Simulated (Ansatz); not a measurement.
Band structure of La₃Ag (P6_3/mmc, 8 atoms in the cell).

```
La3Ag
1.0
    7.33244     0.00000     0.00000
   -3.66622     6.35008     0.00000
    0.00000     0.00000     5.48761
La Ag
6 2
Direct
  0.35371   0.17686   0.75000
  0.64629   0.82315   0.25000
  0.17686   0.35371   0.25000
  0.82315   0.64629   0.75000
  0.82315   0.17686   0.75000
  0.17686   0.82315   0.25000
  0.66667   0.33333   0.25000
  0.33333   0.66667   0.75000
```

Level of theory: LDA (PW92), PAW files made with PBE (plane waves; Ansatz, a program for electronic structure).

Settings: kpoints.mp_grid.grid = 3 3 4; hamiltonian.xc = lda; hamiltonian.pseudopotentials = {kind: paw} (the program's default PAW files); scf.occupations.method = gaussian; scf.occupations.width = 0.0073 Ry; kpoints.band_path.npoints = 8.

The starting cell comes from a database of computed structures (which also holds hypothetical and non-ambient phases and stackings), without a prior relaxation at this level. Its lattice was rescaled by a random factor within 2.5 % of one.

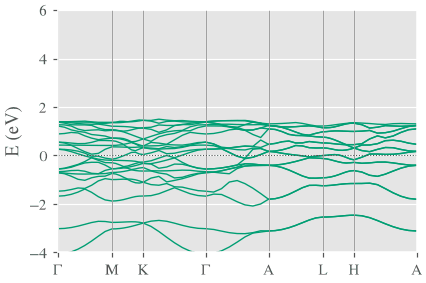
Bands along the path, energies from the Fermi level.

Levels in eV from the Fermi level, bands 48 to 55:
```json
[
 {"point": "Γ", "48": "-0.71", "49": "-0.67", "50": "-0.56", "51": "-0.56", "52": "0.26", "53": "0.26", "54": "0.43", "55": "0.55"},
 {"point": "M", "48": "-0.70", "49": "-0.55", "50": "-0.55", "51": "-0.30", "52": "-0.20", "53": "-0.15", "54": "0.36", "55": "0.41"},
 {"point": "K", "48": "-0.64", "49": "-0.50", "50": "-0.33", "51": "-0.33", "52": "-0.27", "53": "0.04", "54": "0.32", "55": "0.32"},
 {"point": "A", "48": "-0.41", "49": "-0.41", "50": "-0.41", "51": "0.17", "52": "0.17", "53": "0.17", "54": "0.17", "55": "0.46"},
 {"point": "L", "48": "-0.92", "49": "-0.12", "50": "-0.12", "51": "0.00", "52": "0.00", "53": "0.31", "54": "0.31", "55": "0.52"},
 {"point": "H", "48": "-0.62", "49": "-0.29", "50": "-0.29", "51": "-0.18", "52": "-0.18", "53": "0.31", "54": "0.31", "55": "0.31"}
]
```

Bands cross the Fermi level along this path, so the cell is metallic at this level.

Keys are those of Ansatz 0.2.
